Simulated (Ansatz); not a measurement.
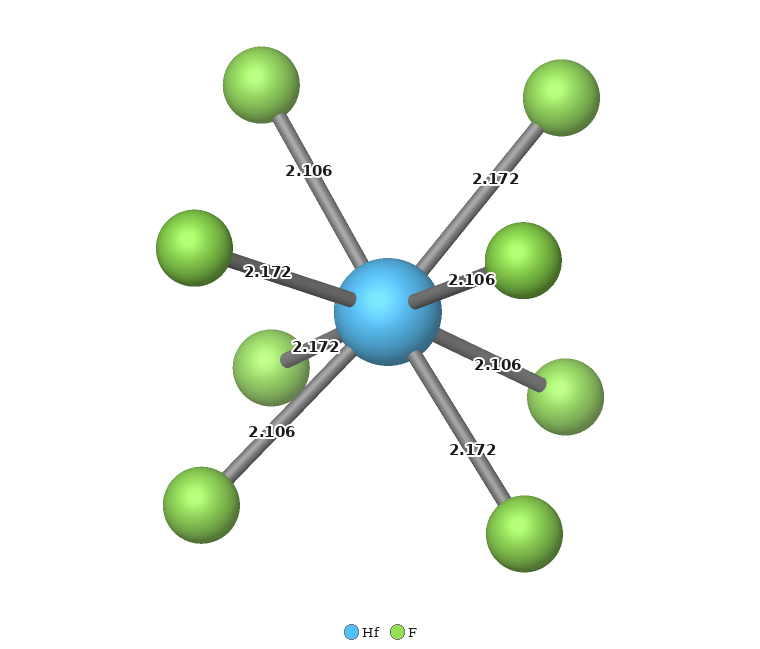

The surroundings of site Hf1 (at 0.000, 0.500, 0.250) in K₂CaHfF₈ (I-4, No. 82), with bond lengths in Å.

Source of the atomic positions: the end point of a relaxation with DFT, PAW plane waves, r2scan in Ansatz 0.2.0; the starting structure was generated, so it need not be a known form of this composition.

```xyz
24
Lattice="5.7340 0.0000 0.0000 0.0000 5.7340 0.0000 0.0000 0.0000 10.6201" Properties=species:S:1:pos:R:3 pbc="T T T"
K     2.8670    2.8670    0.0000
Ca    0.0000    0.0000    0.0000
F     1.1463    4.1705    1.3500
F     4.4305    4.0133    3.9600
F     4.5877    1.5635    1.3500
F     1.3035    1.7207    3.9600
F     1.2020    1.5954    1.4837
F     1.2716    4.0690    3.8263
F     4.5320    4.1386    1.4837
F     4.4624    1.6650    3.8263
Hf    0.0000    2.8670    2.6550
K     2.8670    0.0000    2.6550
K     0.0000    0.0000    5.3100
Ca    2.8670    2.8670    5.3100
F     4.0133    1.3035    6.6600
F     1.5635    1.1463    9.2701
F     1.7207    4.4305    6.6600
F     4.1705    4.5877    9.2701
F     4.0690    4.4624    6.7938
F     4.1386    1.2020    9.1363
F     1.6650    1.2716    6.7938
F     1.5954    4.5320    9.1363
Hf    2.8670    0.0000    7.9651
K     0.0000    2.8670    7.9651
```

Bond valence s = exp((R0 − d)/b), R0 fitted to published crystal structures with b = 0.37 Å; R0 in Å: Hf4+–F 1.837.

> Calculate the bond-valence sum of Hf1 from the bonds drawn.

4 × 0.483 + 4 × 0.404 = 3.55 v.u., against a formal valence of 4: underbonded (bonds long for this ion) by 0.45.

Further R0 (Å): K+–F 1.971; Ca2+–F 1.845.

> And over the whole structure?

```tsv
site	x, y, z	formal valence	bond-valence sum	difference
K1	0.500, 0.500, 0.000	+1	1.67	0.67
Ca1	0.000, 0.000, 0.000	+2	1.70	-0.30
F1	0.200, 0.727, 0.127	−1	1.02	0.02
F2	0.210, 0.278, 0.140	−1	1.06	0.06
Hf1	0.000, 0.500, 0.250	+4	3.56	-0.44
K2	0.500, 0.000, 0.250	+1	1.39	0.39
```

These sums include all anions within 5 Å. The global instability index (root mean square of the differences over all atoms) is 0.27 v.u.: above 0.2, which by the usual rule of thumb marks a strained structure.
